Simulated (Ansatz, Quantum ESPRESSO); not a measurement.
# Predicting the next point of a tunnelling series: vacuum gaps between two Cu(111) faces

How the rows were computed: Quantum ESPRESSO 7.5 (pw.x, pwcond.x), PBE, PseudoDojo norm-conserving; geometry as built. T is the transmission per spin at the Fermi level, averaged over the mesh across the current, in a cell of 5.74 Å². The series steps the width of the vacuum gap.

| width (Å) | T |
| --- | --- |
| 4.5 | 0.0858 |
| 5.5 | 0.0136 |
| 6.5 | 0.0019 |

One more run was made and is withheld. What is T at 7.5 Å?

By hand: In the tunnelling regime ln T falls linearly. The last two rows give a slope of ln(0.0136/0.0019)/(6.5 − 5.5) = 1.968 per Å, so T(7.5) ≈ 0.0019 × exp(−1.968 × 1) = 0.000265.

**Check.** T = 0.000235; the estimate is 1.13 times that. The slope over the last interval is 2.086: the same within 8 %. Points of the mesh with over 2.5 times the mean carry 82 % of this T, so the value leans on the mesh. A second code, Ansatz 0.2.0, gives 0.000231.

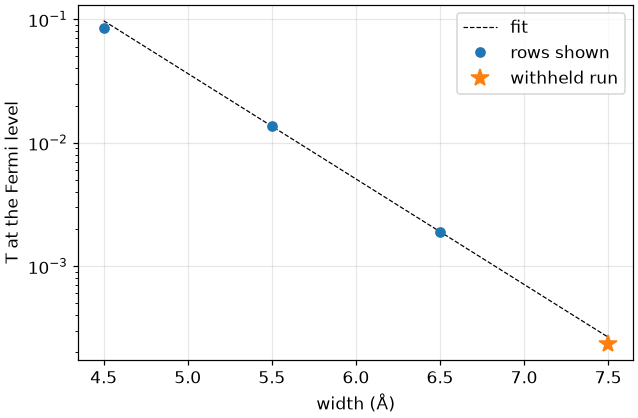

The rows shown, the fit and the withheld run.

**Limits.** Short leads, unrelaxed atoms, a barrier without the image potential and an untested mesh.
